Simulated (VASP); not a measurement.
Band structure of Li (bcc). These are vdW-DF-cx, VASP's PBE PAW potentials (set 64) (plane waves; VASP) values and carry that method's errors.

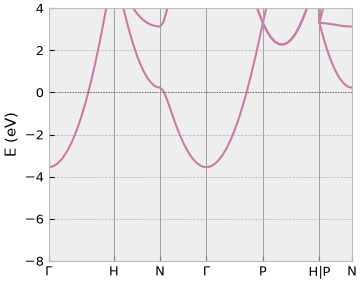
Fig. 1. Bands along high-symmetry lines, zero at the valence-band maximum or, without a gap, the Fermi level

Question: Read the plot: is there a gap, and where are the band edges?

Answer: It has no gap at this level: it comes out as a metal or semimetal. (Edges off the drawn lines would not show.)

The compound is Li in the bcc structure. It was relaxed first.
